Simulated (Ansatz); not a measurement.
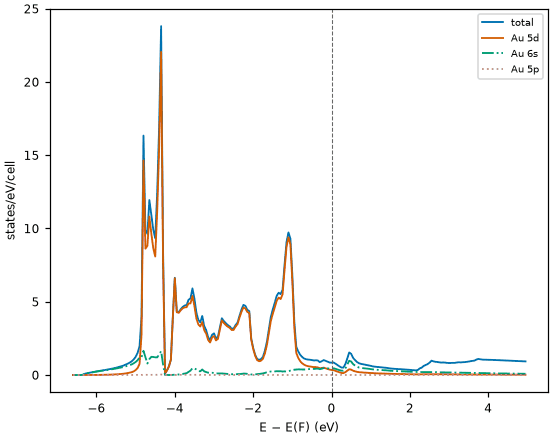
Total and projected density of states of Au (diamond, space group No. 227), PBEsol (plane waves, PAW; program Ansatz)

### Question
Which orbitals carry the states next to the Fermi level?

### Answer
Within 0.5 eV of the Fermi level: Au 6s 52 %, Au 5d 40 %, outside the projected shells 7 %. Projections are on Löwdin-orthogonalised atomic valence shells; empty p or d shells of many metals are not among them.

### Question
Where is the tallest occupied peak in this window, and what makes it?

### Answer
Near -4.3 eV, about 24 states/eV per cell; the largest projected share is Au 5d.

Space group Fd-3m (diamond). The start of the workflow was typed in or built on a structure type; neither database checked (COD, Materials Project) lists it. It is not the phase usual at ambient conditions (space group No. 225). Symmetry was held in the PBEsol relaxation. At this level the phase is mechanically unstable. Spin–orbit coupling is left out wherever it is not named.

Potentials: the earlier of the program's two PAW sets. The files were generated under PBE; for other functionals the program regenerates the frozen cores, and for LDA and PBEsol the local potential too.
